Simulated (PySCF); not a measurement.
# Run report: CH5ClOSi, spin–spin coupling calculation

The run: spin–spin coupling calculation of CH5ClOSi. Method and program: B3LYP/aug-cc-pVTZ-J indirect spin-spin coupling, non-relativistic, gas phase (PySCF 2.14.0).

The geometry comes from this level: PBE0-D3(BJ)/def2-SVP. Figures and captions count atoms from 1; the log counts them from 0 in places.

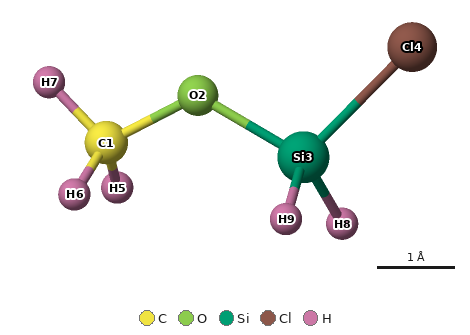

*The structure (ball-and-stick view, seen at a tilt; atoms are numbered from 1 in the order of the input).*

Input
```
{"job": {"kind": "j", "xc": "B3LYP", "basis": "aug-cc-pVTZ-J"}, "charge": 0, "multiplicity": 1}
C     -0.023549     2.515078    -1.122275
O      1.289343     2.889105    -1.440053
Si     2.649250     2.159852    -0.854116
Cl     4.245643     3.082384    -1.754275
H     -0.251586     1.486359    -1.456025
H     -0.223108     2.577961    -0.036831
H     -0.715582     3.199696    -1.634144
H      2.676588     0.712662    -1.209050
H      2.767968     2.343611     0.619681
```

The first line tells a small driver script what to run in PySCF; the rest is the geometry in Å.

Machine: 1 CPU thread, shared host.

Launch command:
```bash
OMP_NUM_THREADS=1 python <driver script> task.json out
```

The program's output
```
coarse grid: 8520 points
cycle   1  E = -866.1422474134  dE =  2.106e-01  |g| = 7.541e-01  |ddm| = 4.399e+00
cycle   2  E = -865.8931026320  dE =  2.491e-01  |g| = 1.365e+00  |ddm| = 1.452e+00
cycle   3  E = -866.2358647925  dE = -3.428e-01  |g| = 1.158e-01  |ddm| = 9.866e-01
cycle   4  E = -866.2379039669  dE = -2.039e-03  |g| = 5.789e-02  |ddm| = 1.243e-01
cycle   5  E = -866.2385716887  dE = -6.677e-04  |g| = 9.450e-03  |ddm| = 4.511e-02
cycle   6  E = -866.2385871553  dE = -1.547e-05  |g| = 2.888e-03  |ddm| = 8.319e-03
cycle   7  E = -866.2385888331  dE = -1.678e-06  |g| = 4.160e-04  |ddm| = 1.924e-03
final grid: 72952 points
cycle   8  E = -866.2429984349  dE = -1.187e-04  |g| = 5.406e-03  |ddm| = 1.667e-01
cycle   9  E = -866.2429956330  dE =  2.802e-06  |g| = 6.119e-03  |ddm| = 9.553e-03
cycle  10  E = -866.2430026542  dE = -7.021e-06  |g| = 1.096e-03  |ddm| = 4.789e-03
cycle  11  E = -866.2430027813  dE = -1.271e-07  |g| = 5.876e-04  |ddm| = 1.066e-03
cycle  12  E = -866.2430028486  dE = -6.732e-08  |g| = 6.258e-05  |ddm| = 4.714e-04
cycle  13  E = -866.2430028492  dE = -6.689e-10  |g| = 7.465e-06  |ddm| = 4.503e-05
```

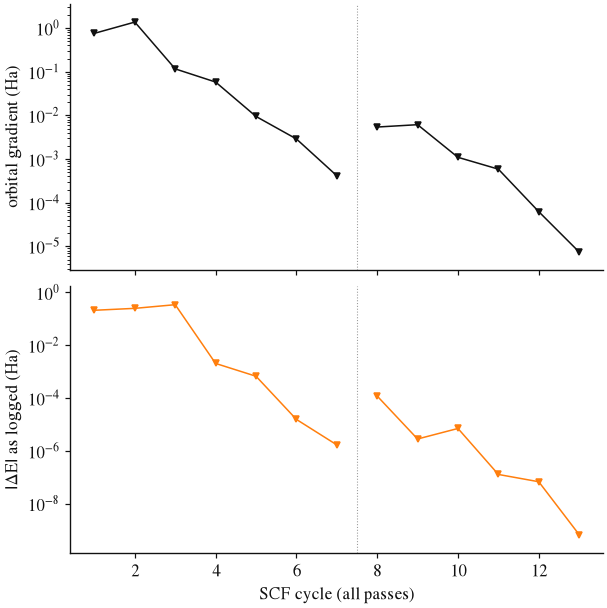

*Convergence of the self-consistent field: orbital gradient and size of the energy change against the SCF cycle. The dotted line marks the change from a coarse to the final integration grid.*

The first 7 cycles use a coarse grid, the final grid takes over at cycle 8, and the field converges after 13 cycles in all.

```
converged SCF energy = -866.2430028492

Indirect spin-spin couplings (Hz)
  i      j    bonds     total        FC       PSO       DSO        SD
  0 C    1 O    1     18.602    21.134    -1.081    -0.118    -1.333
  0 C    2 Si   2     -0.441    -0.712     0.213     0.048     0.009
  0 C    4 H    1    146.902   145.896     0.245     0.727     0.034
  0 C    5 H    1    146.235   145.220     0.255     0.728     0.032
  0 C    6 H    1    157.333   156.409     0.169     0.692     0.063
  0 C    7 H    3      0.077     0.104     0.124    -0.119    -0.032
  0 C    8 H    3     -0.169    -0.143     0.148    -0.147    -0.027
  1 O    2 Si   1    -31.386   -24.185    -7.596     0.059     0.336
  1 O    4 H    2     -2.825    -2.244    -0.848     0.120     0.147
  1 O    5 H    2     -2.632    -2.047    -0.853     0.122     0.145
  1 O    6 H    2    -13.037   -12.403    -0.812     0.079     0.099
  1 O    7 H    2     -6.208    -6.421    -0.007     0.165     0.054
  1 O    8 H    2     -6.937    -7.144    -0.008     0.165     0.050
  2 Si   4 H    3     -1.253    -1.396     0.078     0.074    -0.008
  2 Si   5 H    3     -1.635    -1.773     0.089     0.061    -0.012
  2 Si   6 H    3    -19.376   -19.167    -0.466     0.382    -0.126
  2 Si   7 H    1   -273.850  -274.256     1.105    -0.375    -0.325
  2 Si   8 H    1   -277.022  -277.431     1.110    -0.374    -0.327
  4 H    5 H    2    -10.177   -10.656     2.387    -2.361     0.453
  4 H    6 H    2    -12.882   -13.356     2.458    -2.451     0.467
  4 H    8 H    4      0.267     0.347     0.874    -0.945    -0.009
  5 H    6 H    2    -12.909   -13.385     2.451    -2.442     0.468
  5 H    7 H    4      0.270     0.340     0.669    -0.731    -0.008
  6 H    7 H    4     -0.268    -0.202     1.396    -1.456    -0.005
  6 H    8 H    4     -0.174    -0.109     1.352    -1.411    -0.005
  7 H    8 H    2     37.267    37.423     1.561    -1.799     0.082
```

Summary

- outcome: converged
- total energy: −866.243003 hartree
- HOMO: −8.26 eV
- LUMO: −0.55 eV
- dipole moment: 2.36 D
- wall time: 96 s
- peak memory: 1.1 GiB
